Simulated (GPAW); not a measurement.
Band structure of CdAu (Pm-3m, 2 atoms in the cell).

```
CELL_PARAMETERS angstrom
      3.33811     0.00000     0.00000
      0.00000     3.33811     0.00000
      0.00000     0.00000     3.33811
ATOMIC_POSITIONS crystal
  Cd 0.00000 0.00000 0.00000
  Au 0.50000 0.50000 0.50000
```

Level of theory: PBEsol, GPAW PAW datasets PBEsol (made by gpaw-setup) (plane waves; GPAW).

Settings: mode = pw; ecut = 600 eV; xc = PBEsol; kpts = 7 7 7; mesh shift (steps) = 0 0 0; occupations.name = methfessel-paxton; occupations.width = 0.272 eV; occupations.order = 0; nbands = -6; convergence.forces = 0.001 eV/Å; symmetry.symmorphic = false; symmetry.tolerance = 0.0005; maxiter = 120; bandpath_npoints = 40.

The starting cell comes from a database of computed structures (which also holds hypothetical and non-ambient phases and stackings), without a prior relaxation at this level. Its lattice was rescaled by a random factor within 2.5 % of one. Spin-orbit coupling is off.

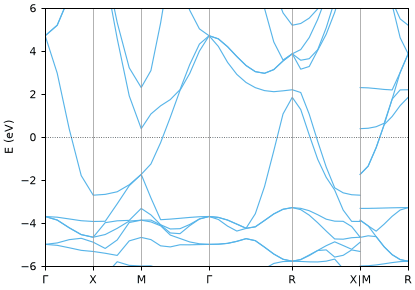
Figure. Bands along the path, energies from the Fermi level.

Levels in eV from the Fermi level, bands 8 to 15:
```tsv
point	8	9	10	11	12	13	14	15
Γ	-5.00	-3.70	-3.70	-3.70	4.71	4.71	4.71	8.03
X	-4.90	-4.66	-4.66	-3.93	-2.71	10.48	10.48	10.64
M	-3.87	-3.87	-3.32	-1.74	-1.74	0.38	2.30	11.02
R	-5.78	-3.29	-3.29	1.84	2.19	3.87	3.87	3.87
```

Bands cross the Fermi level along this path, so the cell is metallic at this level.
